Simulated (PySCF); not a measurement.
# SiH2SeF (SMILES F[SiH][SeH]) at 6 levels

We compute a comparison of 6 runs (UMP2/STO-3G, UMP2/3-21G, UMP2/6-31G, UMP2/6-31G*, UMP2/6-31G**, UMP2/6-311G**) of SiH2SeF. 

The results are computed with PySCF 2.14.0.

## 1. The structure to begin with

SiH2SeF has 5 atoms, charge 0, and is taken as a doublet. As SMILES, `F[SiH][SeH]`. The shape is that of a PBE0-D4/def2-TZVP optimisation. This is one conformer, not always the lowest.

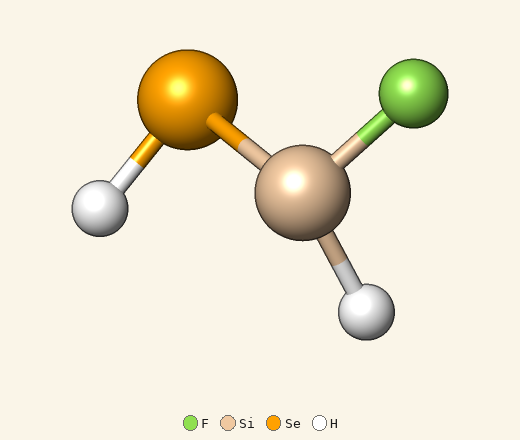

The structure, seen from a chosen angle (fluorine green, silicon light orange, selenium orange, hydrogen white).

## 2. A single-point energy at UMP2/STO-3G (run 1)

Contents of start.xyz:

```xyz
5

F     -0.580700    -1.422800     1.312100
Si    -0.677900    -0.218300     0.258300
Se     1.408800     0.693300     0.205500
H     -1.053400    -0.829000    -1.056400
H      0.953100     1.703200    -0.760900
```

Contents of job.py:

```python
# F[SiH][SeH]
from pyscf import gto, mp

system = gto.Mole()
system.atom = 'start.xyz'
system.charge = 0
system.basis = 'sto-3g'
system.max_memory = 1860
system.verbose = 3
system.spin = 1
system.build()

calc0 = system.UHF()
calc0.conv_tol = 1e-10
calc0.kernel()
if not calc0.converged:
    calc0 = calc0.newton().run(calc0.mo_coeff, calc0.mo_occ)

pt = mp.MP2(calc0, frozen=15).run()
e_final = pt.e_tot
print('E(%s) = %.9f' % ('MP2', e_final))
```

Started as:

```sh
$ OMP_NUM_THREADS=1 python job.py
```

The log of the run:

```text
converged SCF energy = -2758.35097500353  <S^2> = 0.75381734  2S+1 = 2.0038137
E(UMP2) = -2758.41465328396  E_corr = -0.0636782804282941
E(SCS-UMP2) = -2758.42093708796  E_corr = -0.0699620844359697
E(MP2) = -2758.414653284
```

It took 0.87 s on 1 thread of Intel Xeon 6975P-C (Granite Rapids), shared host; peak memory 0.12 GiB.

## 3. The energy at UMP2/3-21G (run 2)

Contents of input.py:

```python
from pyscf import gto, scf, mp

molecule = gto.M(
    atom='''
F   -0.580700  -1.422800   1.312100
Si  -0.677900  -0.218300   0.258300
Se   1.408800   0.693300   0.205500
H   -1.053400  -0.829000  -1.056400
H    0.953100   1.703200  -0.760900
''',
    max_memory=1860,
    basis='3-21g',
    spin=1,
    verbose=4,
)

mf = scf.UHF(molecule)
mf.conv_tol = 1e-10
mf.kernel()
if not mf.converged:
    mf = mf.newton().run(mf.mo_coeff, mf.mo_occ)

pt = mp.MP2(mf, frozen=15).run()
e_tot = pt.e_tot
print('E(%s) = %.9f' % ('MP2', e_tot))
```

Started as:

```sh
$ OMP_NUM_THREADS=1 python input.py
```

The log of the run:

```text
PySCF version 2.14.0

[... 93 lines left out ...]
converged SCF energy = -2775.95295420477  <S^2> = 0.75481349  2S+1 = 2.0048077
[... 1 line left out ...]
******** <class 'pyscf.mp.ump2.UMP2'> ********
nocc = (np.int64(15), np.int64(14)), nmo = (33, 33)
frozen orbitals 15
E(UMP2) = -2776.15922506776  E_corr = -0.206270862987062
E(SCS-UMP2) = -2776.15923333443  E_corr = -0.206279129658539
E_corr(same-spin) = -0.0475914299145412
E_corr(oppo-spin) = -0.158679433072521
E(MP2) = -2776.159225068
```

It took 0.79 s on 1 thread of Intel Xeon 6975P-C (Granite Rapids), shared host; peak memory 0.12 GiB.

Runs 3 to 5 aren't shown in full; the table further down has their settings and results.

## 4. A single-point energy at UMP2/6-311G(d,p) (run 6)

Contents of job.py:

```python
from pyscf import gto, mp

mol = gto.Mole()
mol.atom = '''
F     -1.097364    -2.688702     2.479510
Si    -1.281045    -0.412527     0.488116
Se     2.662246     1.310147     0.388339
H     -1.990637    -1.566583    -1.996307
H      1.801098     3.218582    -1.437893
'''
mol.verbose = 4
mol.max_memory = 1860
mol.spin = 1
mol.charge = 0
mol.unit = 'bohr'
mol.basis = '6-311g**'
mol.build()

hf = mol.UHF()
hf.conv_tol = 1e-10
hf.kernel()
if not hf.converged:
    hf = hf.newton().run(hf.mo_coeff, hf.mo_occ)

pt = mp.MP2(hf, frozen=15).run()
energy = pt.e_tot
print(f'total energy: {energy:.8f} hartree')
```

Started as:

```sh
$ OMP_NUM_THREADS=1 python job.py
```

The log of the run:

```text
PySCF version 2.14.0

[... 101 lines left out ...]
converged SCF energy = -2789.40882068033  <S^2> = 0.75703342  2S+1 = 2.0070211
[... 1 line left out ...]
******** <class 'pyscf.mp.ump2.UMP2'> ********
nocc = (np.int64(15), np.int64(14)), nmo = (85, 85)
frozen orbitals 15
E(UMP2) = -2789.95872242552  E_corr = -0.549901745192284
E(SCS-UMP2) = -2789.93252944472  E_corr = -0.523708764388529
E_corr(same-spin) = -0.15712307289486
E_corr(oppo-spin) = -0.392778672297424
total energy: -2789.95872243 hartree
```

Wall time 3.3 s (1 thread of Intel Xeon 6975P-C (Granite Rapids), shared host); peak memory 0.28 GiB.

## 5. All runs side by side

| run | level | energy (Eh) | dipole moment (D) of the reference | HOMO energy (eV) | LUMO energy (eV) | wall time |
| --- | --- | --- | --- | --- | --- | --- |
| 1 | UMP2/STO-3G | -2758.414653 | 2.83 | -6.16 | 4.80 | 0.87 s |
| 2 | UMP2/3-21G | -2776.159225 | 2.78 | -8.96 | 0.37 | 0.79 s |
| 3 | UMP2/6-31G | -2789.292555 | 3.26 | -9.20 | 0.15 | 1.4 s |
| 4 | UMP2/6-31G* (spherical functions) | -2789.584913 | 2.25 | -9.01 | 0.82 | 1.6 s |
| 5 | UMP2/6-31G** (spherical functions) | -2789.602674 | 2.27 | -9.00 | 0.83 | 2 s |
| 6 | UMP2/6-311G** | -2789.958722 | 2.40 | -9.07 | 0.74 | 3.3 s |

## 6. Summary of results

```
                                                         quantity           value
                                              run 6: total energy  -2789.95872 Eh
                      run 6: dipole moment (Hartree–Fock density)          2.40 D
run 6: HOMO energy (Hartree–Fock orbitals) (highest over α and β)        -9.07 eV
 run 6: LUMO energy (Hartree–Fock orbitals) (lowest over α and β)         0.74 eV
              run 6: correlation energy (15 core orbitals frozen)      -549.9 mEh
                         run 6: ⟨S²⟩ of the reference determinant           0.757
```

In run 1 the basis is minimal, so the values are rough. All runs together took 10 s, the longest 3.3 s.
